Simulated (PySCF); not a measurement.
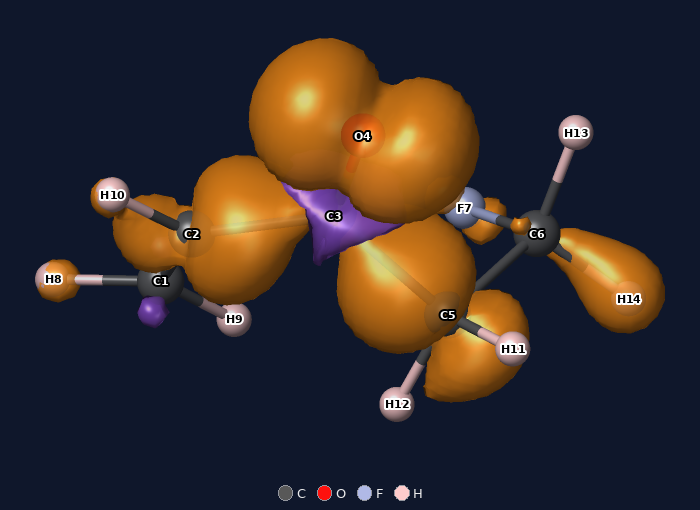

Figure. C₅H₇FO (charge +1, doublet). Isosurfaces of the spin density at +0.03 (orange) and −0.03 e/Å³ (purple), seen from one side.

Geometry: GFN2-xTB.

Theory: UKS B3LYP, pcH-1 on C F H O, non-relativistic, mean-field spin-orbit, GIAO (PySCF).

```yaml
atoms:
  - { symbol: C, position_ang: [1.8710, 0.6854, -0.3802] }
  - { symbol: C, position_ang: [1.5681, -0.2346, 0.5123] }
  - { symbol: C, position_ang: [0.2189, -0.7603, 0.8483] }
  - { symbol: O, position_ang: [-0.0050, -1.8274, 1.3019] }
  - { symbol: C, position_ang: [-0.9451, 0.2304, 0.5479] }
  - { symbol: C, position_ang: [-1.6265, -0.1674, -0.7439] }
  - { symbol: F, position_ang: [-0.8488, 0.1351, -1.8146] }
  - { symbol: H, position_ang: [2.9112, 0.9067, -0.5932] }
  - { symbol: H, position_ang: [1.1728, 1.2418, -0.9908] }
  - { symbol: H, position_ang: [2.3270, -0.7732, 1.0760] }
  - { symbol: H, position_ang: [-1.6490, 0.1289, 1.3773] }
  - { symbol: H, position_ang: [-0.5519, 1.2456, 0.4925] }
  - { symbol: H, position_ang: [-1.8871, -1.2319, -0.8115] }
  - { symbol: H, position_ang: [-2.5562, 0.4202, -0.8442] }
```

**Which atoms carry the spin?**

The unpaired spin (1 electron) lies mostly on O4 (about 0.5), C5 (about 0.1), C2 (about 0.1) and C3 (about 0.1), in electrons by Hirshfeld's partition.
